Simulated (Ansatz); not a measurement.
| atom | x (Å) | y (Å) | z (Å) |
| --- | --- | --- | --- |
| B | -0.0060 | 0.2782 | 0.0671 |
| Cl | -0.0137 | 0.6353 | 1.8581 |
| H | 1.0484 | 0.2553 | -0.4617 |
| H | -1.0586 | 0.1910 | -0.4586 |
| F | 0.0787 | -2.1835 | 0.5958 |
| H | 0.0715 | -1.9055 | 1.4801 |

Not at a stationary point (largest force 1.0 eV/Å).

Method: Ansatz 0.2.0, RKS B3LYP-D4/def2-TZVP.

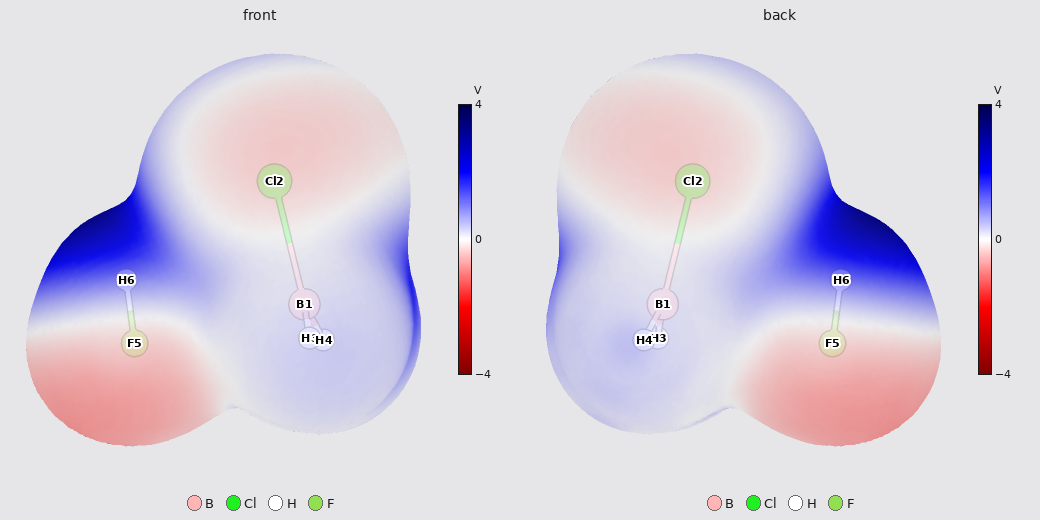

BClH₂···HF. The molecular electrostatic potential painted on the density surface at 0.002 e/bohr³, seen from the front and from behind; the colour scale runs from red (negative) to blue (positive).

Describe the electrostatic potential map.

Answer. The most negative region (about −0.8 V, or −18 kcal/mol for a unit charge) lies over F5, the most positive (about +3.2 V, or +74 kcal/mol for a unit charge) over H6.
